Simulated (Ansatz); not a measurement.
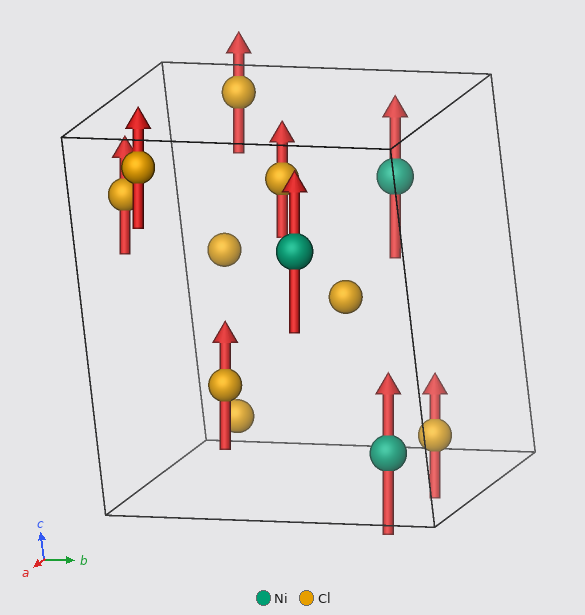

Spheres-only drawing of the structure, looking slightly off an axis. The wireframe shows the simulation cell. Arrows are the site magnetic moments above 0.25 μB; longer means larger, and red and blue are up and down (without spin-orbit coupling the axis itself is arbitrary).

This is the lowest state found for NiCl₄. The numbers come from Ansatz, DFT, PAW plane waves, PBE, using a 420 eV plane-wave basis, a 3×3×3 sampling of the Brillouin zone, Fermi-Dirac smearing of 0.1 eV, collinear spins.

Which kind of magnetic order is this?

Ferromagnetic (within this cell). Site moments: 2 Ni +1.3 μB and 5 Cl +0.3 to +0.6 μB. The net spin moment of the whole cell is 5.6 μB, including what lies between the atoms and on sites without an arrow.

The geometry is that of a made-up disordered cell, without relaxation. A calculation with Ansatz used it as input.

At this level of theory the cell isn't at rest (forces up to 1.4 eV/Å), so its distances can differ from those at equilibrium, the more so the softer the solid, and its magnetic state may change on relaxation.
